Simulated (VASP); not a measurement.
Band structure of HgTe (space group P3_221). These are modified Becke-Johnson potential (mBJ) with spin-orbit coupling, VASP's PBE PAW potentials (set 64) (plane waves; VASP) values and carry that method's errors.

mBJ is a potential without an energy functional, so only the levels count. The path is coarsely sampled, so an indirect gap can come out somewhat too large.

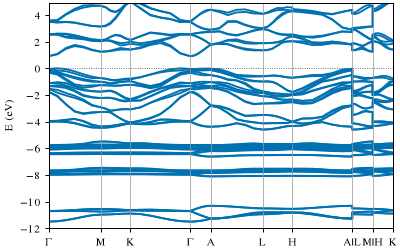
Figure. Bands along high-symmetry lines, zero at the valence-band maximum or, without a gap, the Fermi level

Q: Read the plot: is there a gap, and where are the band edges?

A: The gap is indirect, 0.90 eV, from the valence maximum at Γ-M at 0.17 to the conduction minimum at Γ.

The structure comes from a computed database's HgTe entry (P3_221); how it stands against other phases isn't given here. It was relaxed first. The cell's shape comes from a PBE relaxation.
